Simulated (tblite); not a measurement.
## Geometry relaxation, with input and output: SiH4O4 (part 2 of 2)

SiH4O4 (monosilicic acid), SMILES O[Si](O)(O)O; GFN2-xTB geometry optimisation, gas phase (tblite 0.8.0). 

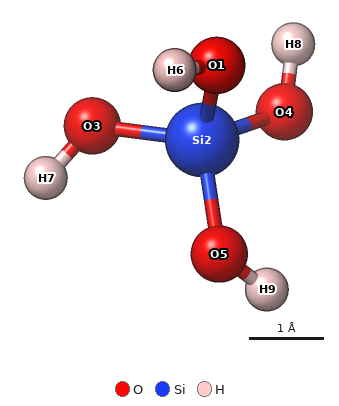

The geometry at step 152 of the log (ball-and-stick view, seen at a tilt; atoms are numbered from 1 in the order of the input).

### Trajectory as extended XYZ, continued
```
9
Properties=species:S:1:pos:R:3:forces:R:3 step=107 energy=-550.07177
O     0.0635    1.0598   -1.0767   -0.2640   0.3220  -0.0350
Si    0.1109   -0.1039    0.0707    0.0090   0.0280   0.0290
O    -0.7031    0.3148    1.4158   -0.2140   0.1680  -0.1010
O    -0.4253   -1.4661   -0.6343   -0.0610  -0.0040   0.0420
O     1.6087   -0.3764    0.6024    0.0600  -0.0810  -0.0680
H    -0.2248    1.9540   -0.8903    0.2210  -0.2830  -0.0020
H    -1.2847    1.0741    1.4090    0.1430  -0.1860   0.0470
H    -1.2866   -1.4824   -1.0466    0.1390   0.0080   0.0470
H     2.1684   -0.9620    0.0995   -0.0330   0.0270   0.0410
9
Properties=species:S:1:pos:R:3:forces:R:3 step=116 energy=-550.10268
O     0.0266    1.1213   -1.0589   -0.1860   0.1700  -0.0940
Si    0.0949   -0.0897    0.0349    0.0180   0.0330   0.0040
O    -0.8488    0.2675    1.3157    0.0040  -0.1020  -0.0680
O    -0.3686   -1.4803   -0.6519    0.0330  -0.0150  -0.0250
O     1.6222   -0.3227    0.5179   -0.0160  -0.0490   0.0200
H    -0.1644    2.0208   -0.7975    0.1410  -0.2160  -0.0490
H    -1.1577    1.1602    1.4161   -0.0040   0.0690   0.1430
H    -1.2579   -1.5937   -0.9726   -0.0020   0.0550   0.0070
H     2.0808   -1.0715    0.1460    0.0110   0.0540   0.0620
9
Properties=species:S:1:pos:R:3:forces:R:3 step=125 energy=-550.14409
O     0.0081    1.1229   -1.1222   -0.2090   0.1650   0.0220
Si    0.0790   -0.0731   -0.0139    0.0130   0.0090   0.0060
O    -0.9247    0.2219    1.2386   -0.0600   0.0520  -0.0580
O    -0.3542   -1.4876   -0.6705    0.0150   0.0690  -0.0220
O     1.6162   -0.2353    0.4779   -0.0290  -0.0760   0.0200
H    -0.1231    2.0317   -0.8541    0.1110  -0.2350  -0.0740
H    -1.0582    1.1089    1.5582    0.0870  -0.0560   0.0560
H    -1.2610   -1.6170   -0.9334    0.0340   0.0240  -0.0030
H     2.0451   -1.0603    0.2690    0.0380   0.0470   0.0520
9
Properties=species:S:1:pos:R:3:forces:R:3 step=134 energy=-550.19325
O    -0.0881    1.0535   -1.2058   -0.1070   0.1540  -0.0290
Si    0.0516   -0.0727   -0.0416   -0.0520   0.0100  -0.0090
O    -0.9778    0.2149    1.1934   -0.0380   0.1080   0.0400
O    -0.3583   -1.4854   -0.7087    0.1410  -0.0540   0.1350
O     1.5894   -0.1206    0.4787   -0.0550  -0.0330   0.0060
H    -0.0803    1.9795   -0.9851    0.0800  -0.0070  -0.0330
H    -0.8968    0.9990    1.7322    0.0630  -0.1570  -0.0740
H    -1.2654   -1.6053   -0.9679   -0.0410  -0.0050  -0.0350
H     2.0528   -0.9509    0.4545    0.0090  -0.0180  -0.0020
9
Properties=species:S:1:pos:R:3:forces:R:3 step=143 energy=-550.21778
O    -0.1658    1.0274   -1.2644   -0.0940   0.0450   0.0090
Si    0.0042   -0.0545   -0.0625   -0.0100  -0.0210   0.0000
O    -1.0172    0.2483    1.1776    0.0150   0.0720  -0.0560
O    -0.3391   -1.5127   -0.6680    0.0290   0.0100   0.0320
O     1.5358   -0.0249    0.4815    0.0380  -0.0450  -0.0060
H    -0.0460    1.9579   -1.1002    0.0440  -0.0440  -0.0030
H    -0.7373    0.8737    1.8392   -0.0530  -0.0290   0.0390
H    -1.2119   -1.6548   -1.0225    0.0290   0.0130   0.0060
H     2.0044   -0.8485    0.5690    0.0030  -0.0010  -0.0200
9
Properties=species:S:1:pos:R:3:forces:R:3 step=152 energy=-550.22990
O    -0.2377    0.9669   -1.3186    0.0460   0.0990  -0.0010
Si   -0.0050   -0.0172   -0.0472   -0.0330  -0.0110   0.0020
O    -1.0408    0.3925    1.1435    0.0230   0.1350   0.1680
O    -0.2934   -1.5228   -0.5634   -0.1010  -0.0940  -0.0990
O     1.5233    0.0239    0.5100   -0.0710   0.0940   0.0340
H    -0.1180    1.9079   -1.2176   -0.0010  -0.0960  -0.0050
H    -0.7084    0.7453    1.9669   -0.0430  -0.1020  -0.1520
H    -1.0785   -1.6796   -1.0834    0.0910   0.0300   0.0860
H     1.9855   -0.8050    0.5594    0.0890  -0.0560  -0.0330
9
Properties=species:S:1:pos:R:3:forces:R:3 step=161 energy=-550.25646
O    -0.2697    0.8599   -1.3497    0.0460  -0.1190  -0.0140
Si   -0.0279   -0.0133    0.0012   -0.0250   0.0270   0.0050
O    -1.0204    0.5874    1.1419    0.0170   0.0560   0.0710
O    -0.3198   -1.5511   -0.4405   -0.0320   0.0930  -0.0150
O     1.4847    0.0456    0.6012    0.1010  -0.2180   0.0010
H    -0.2251    1.8080   -1.3087    0.0030   0.1010   0.0320
H    -0.7336    0.6549    2.0508   -0.0160  -0.1130  -0.1760
H    -0.9130   -1.6730   -1.1776   -0.0100  -0.0460   0.0950
H     2.0520   -0.7064    0.4310   -0.0850   0.2200  -0.0010
9
Properties=species:S:1:pos:R:3:forces:R:3 step=170 energy=-550.28180
O    -0.1915    0.8397   -1.3667    0.0250   0.0240  -0.0110
Si   -0.0188   -0.0106    0.0101   -0.0760   0.0490  -0.0180
O    -1.0014    0.6707    1.1064   -0.0120   0.0670   0.0900
O    -0.3754   -1.5504   -0.3652    0.1190   0.0000   0.0190
O     1.4654    0.0018    0.6760    0.0740  -0.0940  -0.0770
H    -0.2898    1.7873   -1.3163    0.0340  -0.0890   0.0240
H    -0.7819    0.5876    2.0306   -0.0380  -0.0490  -0.0570
H    -0.8962   -1.7166   -1.1432   -0.0970  -0.0030  -0.0150
H     2.1168   -0.5974    0.3180   -0.0300   0.0940   0.0450
9
Properties=species:S:1:pos:R:3:forces:R:3 step=179 energy=-550.29840
O    -0.1023    0.8424   -1.3788   -0.0220   0.0230  -0.0280
Si    0.0123   -0.0110   -0.0002   -0.0820   0.0410  -0.0020
O    -0.9935    0.6879    1.0673   -0.0430   0.0110  -0.0560
O    -0.3351   -1.5511   -0.3881    0.0960   0.0360   0.0760
O     1.4711   -0.0165    0.7096   -0.0170   0.0370   0.0050
H    -0.2770    1.7781   -1.3340    0.0440  -0.0330   0.0340
H    -0.8793    0.4854    1.9896   -0.0060  -0.0200   0.0550
H    -1.0442   -1.7103   -1.0008   -0.0720  -0.0320  -0.0520
H     2.1750   -0.4930    0.2851    0.1010  -0.0630  -0.0330
9
Properties=species:S:1:pos:R:3:forces:R:3 step=188 energy=-550.30333
O    -0.1374    0.8547   -1.3838   -0.0150  -0.0010   0.0050
Si    0.0028    0.0007   -0.0085    0.0100   0.0080  -0.0180
O    -1.0139    0.6726    1.0664    0.0100  -0.0040   0.0080
O    -0.3095   -1.5473   -0.3912   -0.0310  -0.0040  -0.0140
O     1.4770    0.0233    0.6748    0.0070  -0.0260  -0.0100
H    -0.2041    1.8030   -1.3252    0.0090  -0.0020   0.0000
H    -0.8977    0.4563    1.9868   -0.0200   0.0040   0.0000
H    -1.0508   -1.7331   -0.9611    0.0350   0.0090   0.0260
H     2.1607   -0.5182    0.2915   -0.0050   0.0170   0.0030
9
Properties=species:S:1:pos:R:3:forces:R:3 step=197 energy=-550.30395
O    -0.1424    0.8491   -1.3832   -0.0020  -0.0010   0.0030
Si    0.0023    0.0005   -0.0051    0.0030  -0.0020  -0.0040
O    -1.0118    0.6783    1.0681    0.0020   0.0010  -0.0010
O    -0.3146   -1.5489   -0.3779   -0.0020   0.0030   0.0000
O     1.4794    0.0232    0.6716   -0.0060   0.0010  -0.0020
H    -0.1786    1.7993   -1.3295    0.0000  -0.0020   0.0000
H    -0.9246    0.4422    1.9867    0.0000  -0.0020  -0.0010
H    -1.0523   -1.7368   -0.9503    0.0030   0.0030   0.0030
H     2.1697   -0.4950    0.2693    0.0020  -0.0010   0.0020
```

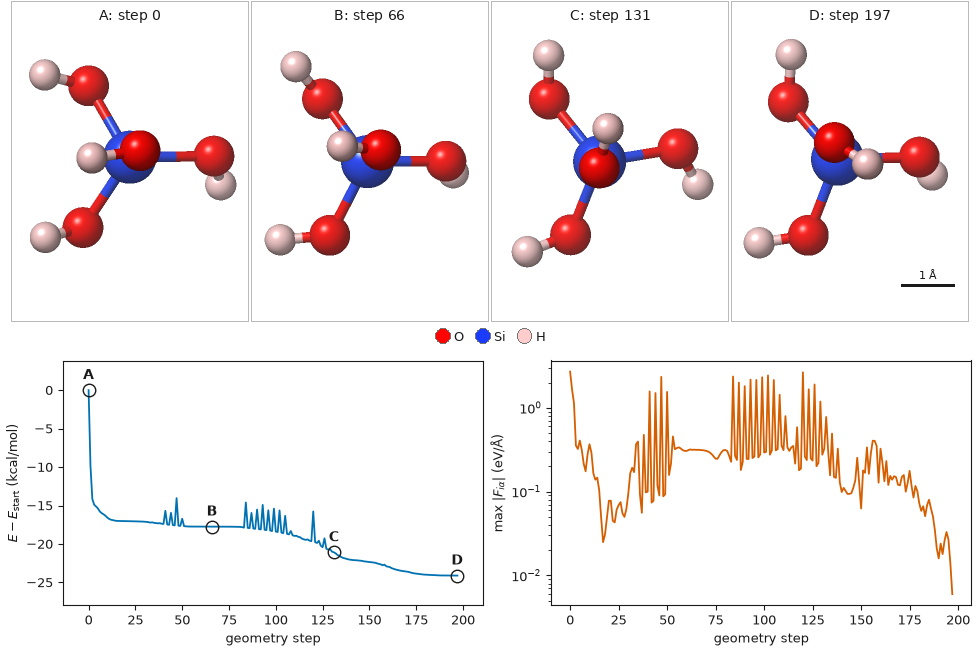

Frames of the relaxation (ball-and-stick view, seen at a tilt) above the curves, on which the letters mark them (steps are counted from 0).

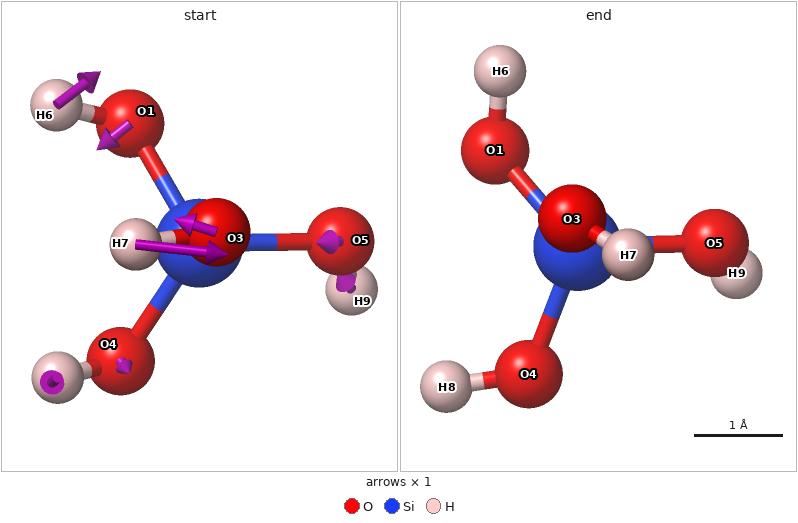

Before (left) and after (right) the relaxation, at one scale (ball-and-stick view, seen at a tilt). The pink arrows give the displacements, at true length. The atom that moves furthest after the best rigid fit is H7 (1.08 Å). Largest moves by element: H 1.08 Å, O 0.52 Å, Si 0.25 Å. Distances before and after: Si2–O5 1.727 → 1.625 Å, Si2–O3 1.711 → 1.625 Å, Si2–O4 1.696 → 1.625 Å, O1–Si2 1.695 → 1.625 Å. Among the angles that change: Si2–O3–H7 105.8° → 118.5°, O1–Si2–O5 107.3° → 115.3°, Si2–O4–H8 110.8° → 118.5°. After 197 geometry steps the energy has fallen by 24.1 kcal/mol. Largest force component: 2.7 eV/Å at the start, 0.006 eV/Å at the end. (Atoms are counted from 1 in the order of the input.)

This output came from the following input.

### Input file
```
{"job": {"kind": "relax", "xc": "GFN2-xTB", "basis": "xTB"}, "charge": 0, "multiplicity": 1}
O      0.343900     1.278600    -1.010800
Si     0.236200    -0.010700     0.084100
O     -0.613600     0.465400     1.491200
O     -0.476100    -1.306200    -0.747300
O      1.835200    -0.343600     0.645400
H     -0.554400     1.709100    -1.177200
H     -1.585100     0.542400     1.214400
H     -1.452000    -1.249300    -0.708800
H      2.293000    -1.073700     0.158600
```

The first line tells a small driver script what to run in tblite; the rest is the geometry in Å.

Run as:
```bash
OMP_NUM_THREADS=1 python <driver script> task.json out
```

### Key numbers

```csv
quantity,value
outcome,converged
total energy,−550.3040 eV
hardware,"1 CPU thread, shared host"
peak memory,0.19 GiB
```
